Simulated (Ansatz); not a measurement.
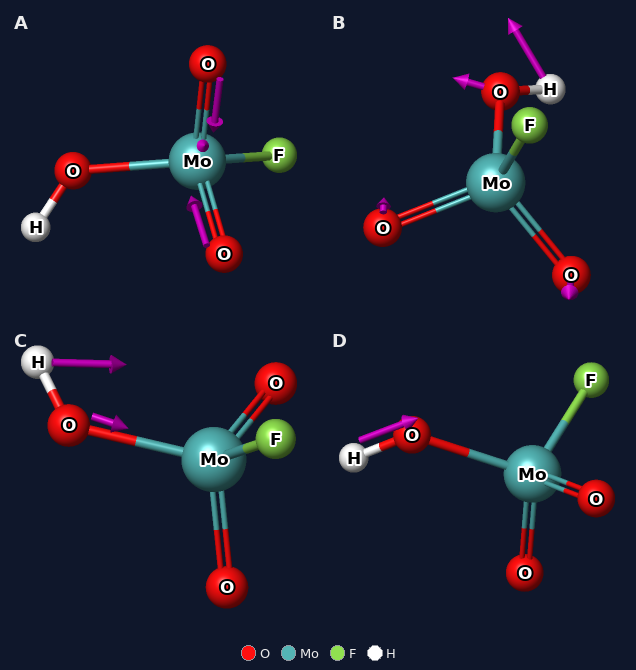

4 normal modes of one molecule or complex, as arrows. Charge 0, singlet. Harmonic vibrations computed with RKS PBE0-D4/def2-TZVP, core potentials on Mo (Ansatz 0.2.0) at a stationary point of the same level.

**Match the panels to the wavenumbers 251 cm⁻¹, 765 cm⁻¹, 1083 cm⁻¹, 3884 cm⁻¹.**

A: 1083 cm⁻¹, in-phase stretching of 2 Mo–O bonds
B: 251 cm⁻¹, O–Mo–O bending
C: 765 cm⁻¹
D: 3884 cm⁻¹, O–H stretching
